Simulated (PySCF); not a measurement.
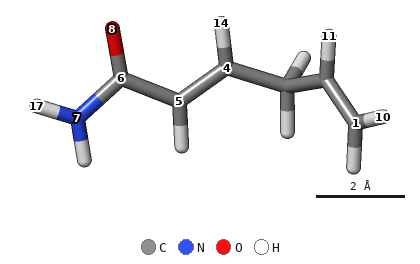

Fig. 1: The structure as given in the input (stick view, seen on its broad side; atoms are numbered from 1 in the order of the input).

## Excited-state calculation of C6H9NO

System: C6H9NO.
Method: TDDFT PBE0/def2-SVPD, vertical, gas phase, core orbitals frozen in the response (PySCF 2.14.0).

The geometry comes from this level: GFN2-xTB.

### Output
```
coarse grid: 14248 points
cycle   1  E = -363.1300582135  dE =  1.166e+00  |g| = 8.345e-01  |ddm| = 6.877e+00
cycle   2  E = -362.6223089737  dE =  5.077e-01  |g| = 1.772e+00  |ddm| = 4.583e+00
cycle   3  E = -363.2728998839  dE = -6.506e-01  |g| = 2.216e-01  |ddm| = 3.665e+00
cycle   4  E = -363.2832967630  dE = -1.040e-02  |g| = 7.561e-02  |ddm| = 4.138e-01
cycle   5  E = -363.2844085397  dE = -1.112e-03  |g| = 2.451e-02  |ddm| = 1.239e-01
cycle   6  E = -363.2845538065  dE = -1.453e-04  |g| = 6.001e-03  |ddm| = 4.890e-02
cycle   7  E = -363.2845610115  dE = -7.205e-06  |g| = 2.924e-03  |ddm| = 1.449e-02
final grid: 137800 points
cycle   8  E = -363.3401513117  dE = -1.486e-05  |g| = 1.428e-02  |ddm| = 1.725e-01
cycle   9  E = -363.3400433467  dE =  1.080e-04  |g| = 2.679e-02  |ddm| = 5.244e-02
cycle  10  E = -363.3401957194  dE = -1.524e-04  |g| = 2.464e-03  |ddm| = 3.334e-02
cycle  11  E = -363.3401970624  dE = -1.343e-06  |g| = 4.328e-04  |ddm| = 4.146e-03
cycle  12  E = -363.3401971001  dE = -3.767e-08  |g| = 1.928e-04  |ddm| = 1.035e-03
cycle  13  E = -363.3401971090  dE = -8.953e-09  |g| = 4.592e-05  |ddm| = 4.321e-04
cycle  14  E = -363.3401971095  dE = -4.827e-10  |g| = 1.376e-05  |ddm| = 1.112e-04
```

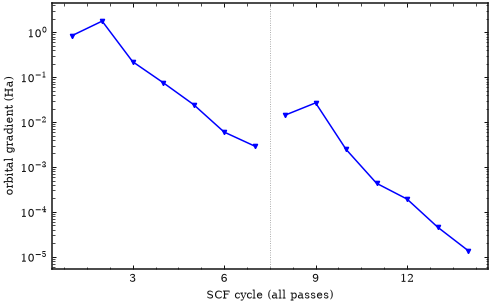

Fig. 2: Convergence of the self-consistent field: orbital gradient against the SCF cycle. The dotted line marks the change from a coarse to the final integration grid. The first 7 cycles use a coarse grid, the final grid takes over at cycle 8, and the field converges after 14 cycles in all.

```
converged SCF energy = -363.3401971095

Static polarisability (au): isotropic 87.704, principal 64.522 81.732 116.857

Singlet excitations
state   eV       nm        f      main configurations
  1   4.6676    265.6   0.00024   H->L 0.93
  2   5.7314    216.3   0.08408   H-1->L 0.56, H-2->L 0.34
  3   5.9246    209.3   0.03666   H-2->L 0.57, H-1->L 0.21, H-3->L 0.17
  4   6.2433    198.6   0.48171   H-3->L 0.72, H-1->L 0.18
  5   6.8726    180.4   0.00716   H->L+1 0.88
  6   6.9528    178.3   0.06623   H-1->L+1 0.50, H-2->L+1 0.20, H-3->L+1 0.14

Triplet excitations (Tamm-Dancoff, eV): 3.8696 4.3122
```

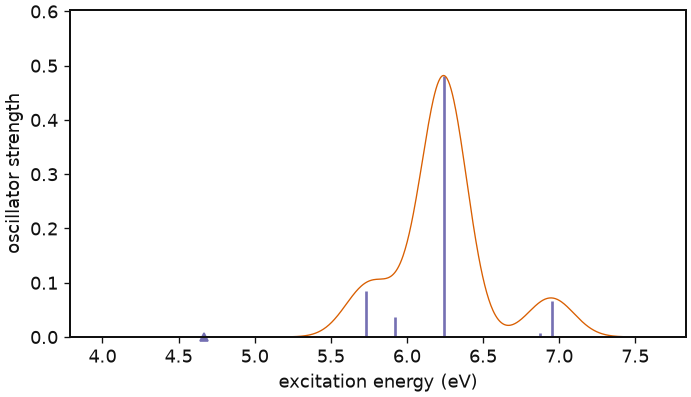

Fig. 3: Computed excitations as sticks (degenerate states added up, dark ones marked on the axis), with a Gaussian envelope of 0.35 eV full width at half maximum, scaled to the tallest. Of the 6 states the lowest lies at 4.67 eV (f = 0.000); the strongest line is at 6.24 eV, or 199 nm (f = 0.482).

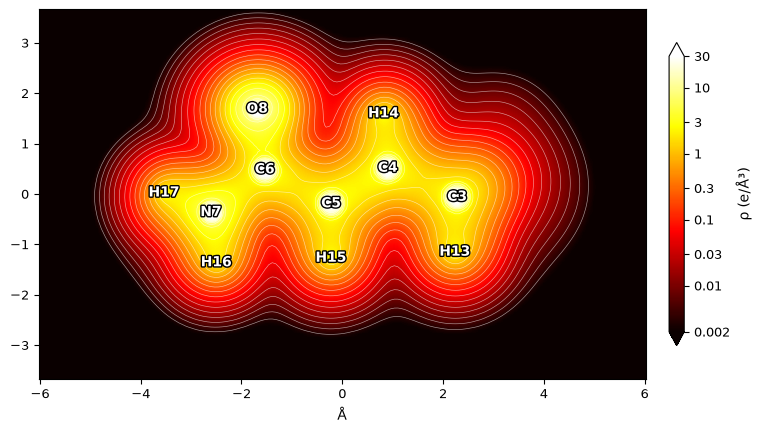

Fig. 4: Total electron density on the plane of atoms C4, C5 and C6. The section cuts through C, N, O and H sites. C–C (1.33 Å): ρ is about 2.3 e/Å³ halfway. N–H (1.00 Å): ρ at the midpoint is about 2.9 e/Å³, with its minimum of 2.3 e/Å³ about 0.8 Å from N. C–C (1.48 Å): ρ is about 1.8 e/Å³ halfway.

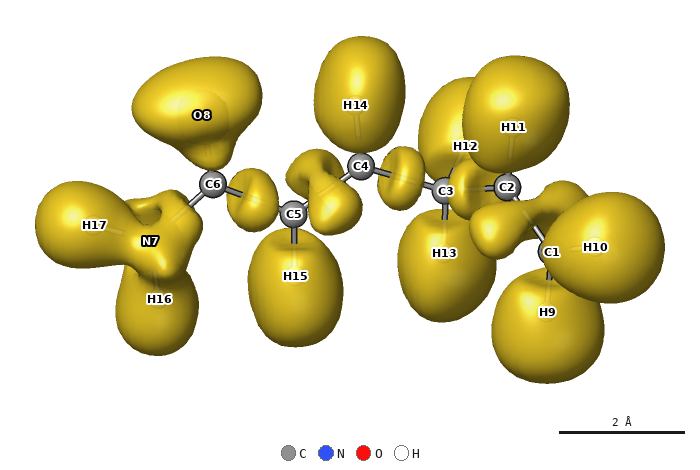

Fig. 5: Isosurface of the ELF at 0.75 (yellow), seen face on. Core shells and regions of very low density are left out. Profiles from the grid: C–O (1.21 Å): the ELF peaks at about 0.85 between the atoms; a double or triple bond. C–C (1.32 Å): the ELF peaks at about 0.90 between the atoms (a multiple bond by its length, whose ELF region spreads away from the axis).

The run was set up as follows.

### Input file
```
{"job": {"kind": "uv", "xc": "PBE0", "basis": "def2-SVPD", "nstates": 6, "ntriplets": 2}, "charge": 0, "multiplicity": 1}
C     -3.031839     0.900711    -0.283389
C     -2.332291    -0.102168     0.210436
C     -1.224340    -0.800851    -0.522411
C      0.047232    -0.692281     0.250638
C      1.166304    -0.127637    -0.188969
C      2.369450    -0.058870     0.668719
N      3.423394     0.585248     0.101306
O      2.434928    -0.530084     1.785684
H     -2.853567     1.284356    -1.274928
H     -3.816539     1.379173     0.277423
H     -2.525284    -0.468721     1.209670
H     -1.484327    -1.860889    -0.617388
H     -1.105268    -0.378625    -1.521577
H      0.041161    -1.092432     1.256694
H      1.236704     0.295125    -1.181820
H      3.375503     0.996551    -0.812750
H      4.271779     0.683426     0.632754
```

The first line tells a small driver script what to run in PySCF; the rest is the geometry in Å.

Run as:
```bash
OMP_NUM_THREADS=1 python <driver script> task.json out
```

### Key numbers

| quantity | value |
| --- | --- |
| outcome | converged |
| total energy | −363.340197 hartree |
| HOMO | −7.38 eV |
| LUMO | −1.02 eV |
| dipole moment | 3.59 D |
| mean polarisability | 87.70 a.u. |
| lowest singlet excitation | 4.67 eV |
| hardware | 1 CPU thread, shared host |
| wall time | 25 s |
| peak memory | 0.94 GiB |
